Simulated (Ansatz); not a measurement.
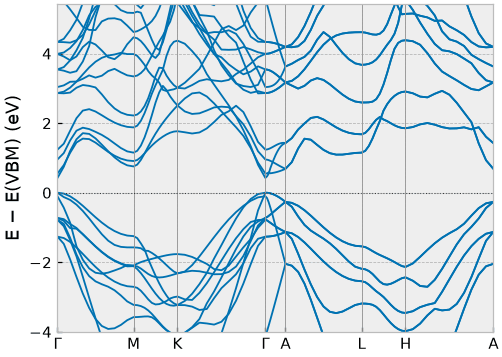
Fig. 1. Band structure from DFT-r²SCAN in the program Ansatz with PAW potentials

Problem. Read off the gap and where the band edges lie.

Solution. About 0.4 eV (0.42 eV by a search for the band edges); maximum at Γ, minimum at Γ.

Problem. Which of these materials gives this?
(A) SiC, 6H polytype
(B) GaSb, P6_3mc (Ga on 2b, Sb on 2b, Ga on 2a, Sb on 2a)
(C) GaN, wurtzite

Solution. B, GaSb, P6_3mc (Ga on 2b, Sb on 2b, Ga on 2a, Sb on 2a)

The start of the workflow was typed in or built on a structure type; the Crystallography Open Database copy checked does not list it. It is not the phase usual at ambient conditions (space group No. 216). The cell was relaxed with r²SCAN under the symmetry of its start; its stability against distortions is not shown here. Spin–orbit coupling is left out wherever it is not named.

Potentials: the earlier of the program's two PAW sets.
